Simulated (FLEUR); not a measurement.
**Energy mapping worked by hand: MnSe**

Can a spin model with one coupling foretell the energy of a further order of MnSe?

Method: PBEsol; all-electron FLAPW, Dirac cores, scalar-relativistic bands, in FLEUR MaX-R8.1.

The database entry behind the starting cell differs from later determinations by our own check (about 0.4 % short), so it need not match the best structure at ambient conditions.

### 1. The structure

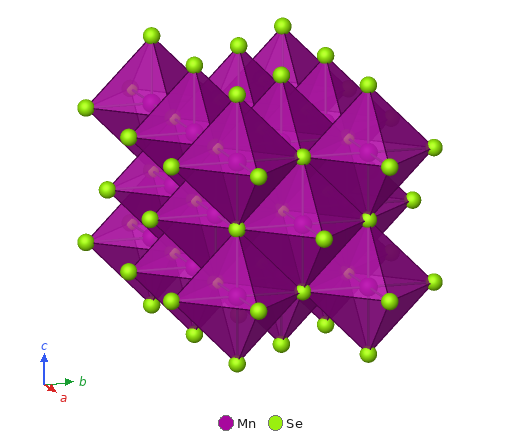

The cell as given, slightly off an axis (manganese purple, selenium green). 2×1×1 cells are drawn. This picture shows the conventional cell, with its axes. Some periodic images of atoms are drawn too.

As a file:

```xyz
2
Lattice="0.0000 2.7200 2.7200 2.7200 0.0000 2.7200 2.7200 2.7200 0.0000" Properties=species:S:1:pos:R:3 pbc="T T T"
Mn    0.0000    0.0000    0.0000
Se    2.7200    2.7200    2.7200
```

### 2. The parallel order

All energies count from this run.

inpgen writes inp.xml from crystal.txt; cutoffs, mixing, functional, smearing and local orbitals are then set in the file. The k list default-1 (kpts.xml, not shown) is a Γ-centred 8×8×8 mesh; where the ranks do not divide the number of points, some are split in two of half the weight.

File inp.xml:

```
<?xml version="1.0" encoding="UTF-8" standalone="no"?>
<fleurInput fleurInputVersion="0.39">
   <comment>
      MnSe
   </comment>
   <calculationSetup>
      <cutoffs Kmax="3.6" Gmax="10.8" GmaxXC="10.8" numbands="0"/>
      <scfLoop itmax="130" minDistance="0.00002" maxIterBroyd="15" imix="Anderson" alpha="0.05" precondParam="0.0" spinf="2.0" sdNocoIR="T"/>
      <coreElectrons ctail="T" frcor="F" kcrel="0" coretail_lmax="0"/>
      <xcFunctional name="PBEs" relativisticCorrections="F"/>
      <magnetism jspins="2"/>
      <soc l_soc="F" theta="0.0" phi="0.0" spav="F"/>
      <expertModes spex="0" secvar="F"/>
      <geometryOptimization l_f="F" forcealpha="1.0" forcemix="BFGS" epsdisp="0.00001" epsforce="0.00001"/>
      <ldaU l_linMix="F" mixParam="0.05" spinf="1.0"/>
   </calculationSetup>
   <cell>
      <bzIntegration valenceElectrons="31.0" mode="hist" fermiSmearingEnergy="0.00293995">
         <kPointListSelection listName="default-1"/>
         <xi:include xmlns:xi="http://www.w3.org/2001/XInclude" href="kpts.xml"> </xi:include>
      </bzIntegration>
      <xi:include xmlns:xi="http://www.w3.org/2001/XInclude" href="sym.xml"> </xi:include>
      <bulkLattice scale="1.0">
         <bravaisMatrix>
            <row-1>    0.0000000000000000     5.1400550589120000     5.1400550589120000</row-1>
            <row-2>    5.1400550589120000     0.0000000000000000     5.1400550589120000</row-2>
            <row-3>    5.1400550589120000     5.1400550589120000     0.0000000000000000</row-3>
         </bravaisMatrix>
      </bulkLattice>
   </cell>
   <atomSpecies>
      <species name="Manganese 4.500" element="Mn" atomicNumber="25">
         <mtSphere radius="2.51" gridPoints="829" logIncrement="0.015"/>
         <atomicCutoffs lmax="10" lnonsphr="8"/>
         <electronConfig flipSpins="F">
            <coreConfig>(1s1/2) (2s1/2) (2p1/2) (2p3/2)</coreConfig>
            <valenceConfig>(3s1/2) (3p1/2) (3p3/2) (4s1/2) (3d3/2) (3d5/2)</valenceConfig>
            <stateOccupation state="(3d3/2)" spinUp="1.75" spinDown="0.25"/>
            <stateOccupation state="(3d5/2)" spinUp="3.0" spinDown="0.0"/>
         </electronConfig>
         <energyParameters s="4" p="4" d="3" f="4"/>
         <lo type="SCLO" l="0" n="3" eDeriv="0"/>
         <lo type="SCLO" l="1" n="3" eDeriv="0"/>
      </species>
      <species name="Selenium (Se)" element="Se" atomicNumber="34">
         <mtSphere radius="2.51" gridPoints="829" logIncrement="0.015"/>
         <atomicCutoffs lmax="10" lnonsphr="8"/>
         <electronConfig flipSpins="F">
            <coreConfig>(1s1/2) (2s1/2) (2p1/2) (2p3/2) (3s1/2) (3p1/2) (3p3/2)</coreConfig>
            <valenceConfig>(4s1/2) (3d3/2) (3d5/2) (4p1/2) (4p3/2)</valenceConfig>
            <stateOccupation state="(4p1/2)" spinUp="0.666667" spinDown="0.666667"/>
            <stateOccupation state="(4p3/2)" spinUp="1.333333" spinDown="1.333333"/>
         </electronConfig>
         <energyParameters s="4" p="4" d="3" f="4"/>
      </species>
   </atomSpecies>
   <atomGroups>
      <atomGroup species="Manganese 4.500">
         <relPos label="                   1">.0000000000 .0000000000 .0000000000</relPos>
         <force calculate="T" relaxXYZ="TTT"/>
      </atomGroup>
      <atomGroup species="Selenium (Se)">
         <relPos label="                   2">1.000/2.000 1.000/2.000 1.000/2.000</relPos>
         <force calculate="T" relaxXYZ="TTT"/>
      </atomGroup>
   </atomGroups>
   <output dos="F" band="F" slice="F">
      <bandDOS minEnergy="-.5*Htr" maxEnergy="0.5*Htr" sigma="0.015" storeEVData="T"/>
      <plotting iplot="0" polar="F">
         <plot TwoD="T" vec1="  1.0  0.0  0.0" vec2="  0.0  1.0  0.0" vec3="  0.0  0.0  1.0" zero="  0.0  0.0  0.0" file="plot"/>
      </plotting>
      <moessbauerParams electricFieldGradient="F" isomerShift="F" coreHyperfine="F" valenceHyperfine="F"/>
   </output>
</fleurInput>
```

File crystal.txt:

```
MnSe
&input film=F cartesian=F /
0.00000000000  2.72000000000  2.72000000000
2.72000000000  0.00000000000  2.72000000000
2.72000000000  2.72000000000  0.00000000000
1.8897261246
1.0 1.0 1.0

2
25 0.00000000000  0.00000000000  0.00000000000 : 4.500
34 0.50000000000  0.50000000000  0.50000000000

&kpt div1=8 div2=8 div3=8 gamma=T /
```

Started as:

```console
$ OMP_NUM_THREADS=1 inpgen -f crystal.txt > inpgen.log  # inp.xml is then edited as shown
$ OMP_NUM_THREADS=1 mpirun -n 4 fleur_MPI > fleur.log
```

Log:

```text
Welcome to FLEUR        (www.flapw.de)
      MaX-Release 8.1          (www.max-centre.eu)

 ========== k-point set info ==========
 Selected k-point list: default-1
 k-point list type: mesh
 0 x 0 x 0
 Number of k points: 32

 [... set-up left out ...]
 Iteration:     1   Distance:       4.64113257 me/bohr^3
 Iteration:     2   Distance:       4.34805589 me/bohr^3
 Iteration:     3   Distance:       1.79593351 me/bohr^3
 Iteration:     4   Distance:       0.58178313 me/bohr^3
 Iteration:     5   Distance:       0.51805390 me/bohr^3
[...]
<sumOfEigenvalues value="    -2078.1086796275">
               <coreElectrons value="-2049.4455787723"/>
               <valenceElectrons value="-28.6631008552"/>
            </sumOfEigenvalues>
         [... left out ...]
            <freeEnergy value="-3586.1359368363"/>
            <extrapolationTo0K value="-3586.1356260955"/>
         </totalEnergy>
         <densityConvergence units="me/bohr^3">
            <chargeDensity spin="1" distance="0.0000031589"/>
            <chargeDensity spin="2" distance="0.0000026161"/>
            <overallChargeDensity distance="0.0000052656"/>
            <spinDensity distance="0.0000024329"/>
         </densityConvergence>
      </iteration>
```

Wall time 13 s (4 MPI ranks of Intel Xeon Platinum 8488C (Sapphire Rapids), shared host); peak memory 0.26 GiB; 51 s of CPU time.

Spin moment in the muffin-tin sphere by atom:

```csv
atom,spin moment in the muffin-tin sphere (μB)
Mn1,4.45
Se2,0.13
```

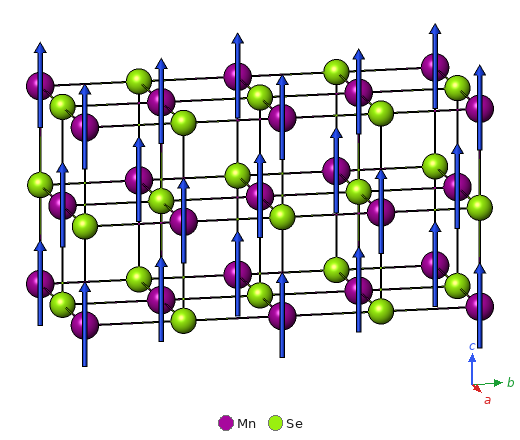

Spin moment in the muffin-tin sphere as arrows, the longest 4.45 μB. Up and down stand for the sign. Arrows give size and sign along the axis of quantisation, drawn up and down the page. 1×2×1 conventional cells are drawn. Some periodic images of atoms are drawn too.

This step gave:

| Property | Result |
| --- | --- |
| free energy | -97583.7301 eV |
| program's band gap on this mesh (in a metal only a level spacing) | 0.02587 eV |
| magnetization | 4.813 μB |
| final state | ferromagnetic |

After 18 cycles the largest moment stands at 4.45 μB.

### 3. The orders used for the fit

The other orders were run with the same settings, on meshes that hold the same points. Free energies are divided by the number of Mn atoms; q is in fractions of the reciprocal vectors of the first run's cell.

```csv
order,atoms,mesh,free energy (eV),eV per Mn,largest moment (μB)
F +,2,8×8×8,-97583.7301,-97583.7301,4.45
"AF q=(0,1/2,1/2) +-",4,8×4×8,-195167.5239,-97583.7619,4.44
```

### 4. Counting neighbours

With E = −Σ J e_i·e_j over ordered pairs of unit vectors, turning a neighbour from parallel to opposed costs 2J a Mn atom. So an order lies 2 Σ n J over the parallel one, n being the opposed neighbours in each shell.

```csv
shell,distance (Å),neighbours,"opposed in AF q=(0,1/2,1/2) +-","opposed in AF q=(0,0,1/2) +-"
J1,3.85,12,8,6
J2,5.44,6,0,6
```

Only J1 is kept.

### 5. Solving

```
2 × 8 × J1 = -31.8 meV    (AF q=(0,1/2,1/2) +-)
J1 = -1.99 meV
```

### 6. The test

The couplings now give the orders that were left out:

```
2 × 6 × (-1.99) = -23.9 meV    (AF q=(0,0,1/2) +-)
```

The runs themselves:

```csv
order,atoms,mesh,free energy (eV),eV per Mn,largest moment (μB),over the parallel order (meV),foretold (meV)
"AF q=(0,0,1/2) +-",4,8×8×4,-195167.6715,-97583.8358,4.36,-105.6,-23.9
```

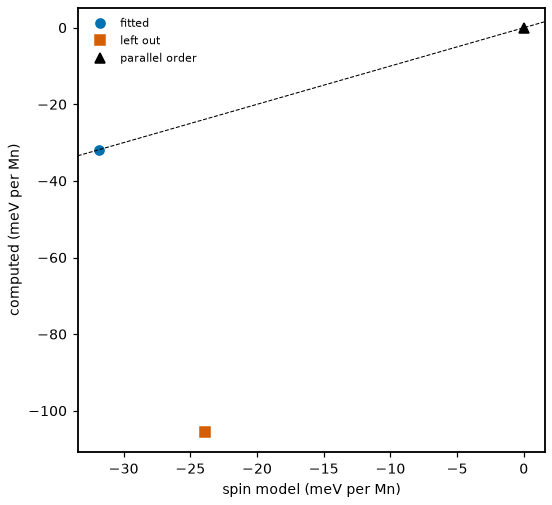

Computed energies of the orders against the model; the dashed line marks agreement.

### 7. One more shell

One try is to add the next shell, though changing moments can also cause the miss. Both differences then fix both couplings, and no order is left for a test.

```
2 × 8 × J1 = -31.8 meV    (AF q=(0,1/2,1/2) +-)
2 × 6 × J1 + 2 × 6 × J2 = -105.6 meV    (AF q=(0,0,1/2) +-)
J1 = -1.99 meV
J2 = -6.81 meV
```

### 8. What came out

```json
{
 "effective coupling of the reversed pairs, counted on J1 (Mn–Mn at 3.85 Å)": "-1.99 meV",
 "largest miss on the orders left out": "82 meV",
 "J1 with two shells": "-1.99 meV",
 "J2 with two shells": "-6.81 meV"
}
```

In words: The model misses the order left out by 82 meV, 77 % of the largest distance from the parallel order, so it fails: these couplings alone don't describe the crystal. With the next shell added the couplings are J1 = -1.99 and J2 = -6.81 meV, untested. The largest moments of the orders differ by 1.9 % of the greatest. One difference fixes one number: it sums all reversed shells and need not be the coupling of the nearest one, even in sign.

[Logs and program files are shortened in this print: banners, set-up blocks, solver, clock and traceback lines can be left out without a mark of their own.]

[Logs are printed without paths, hosts, clocks, repeated set-up lines and the standing remarks that a program may print on its own settings, such as how far it seeks lower states.]

[Hosts, paths, dates, database ids (printed as entryN), source tags and the programs' standing remarks are cut or masked in the printed files.]

[Where a cell is said to come from a database of computed structures, the database is the Materials Project.]
